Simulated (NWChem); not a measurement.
## How basis sets differ on BHSCl (SMILES S[B]Cl)

BHSCl: 4 atoms, total charge 0, spin state doublet. SMILES: `S[B]Cl`. Geometry: relaxed at PBE0-D4/def2-TZVP.

```xyz
4

S     0.5664   -0.7891    0.5314
B    -0.2996    0.4757   -0.3458
Cl   -2.0141    0.6160   -0.4273
H     1.8029   -0.3629    0.2214
```

Quantity: the dipole moment, in D. The values are calculated.

```tsv
level	kind	program	value (D)
USVWN5/STO-3G	LDA	NWChem	2.43
USVWN5/3-21G	LDA	NWChem	1.58
USVWN5/6-31G	LDA	NWChem	1.60
USVWN5/6-31G* (spherical functions)	LDA	NWChem	1.25
USVWN5/6-31G** (spherical functions)	LDA	NWChem	1.24
USVWN5/6-311G**	LDA	NWChem	1.33
```

The values span 1.24 to 2.43 D. Magnitudes only. Sets without polarisation functions give poor dipoles. Without the sets that lack polarisation functions the rows with a basis span only 1.24 to 1.33 D.

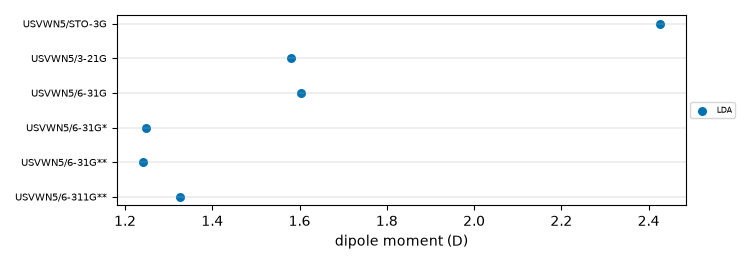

The values of the table, level by level.
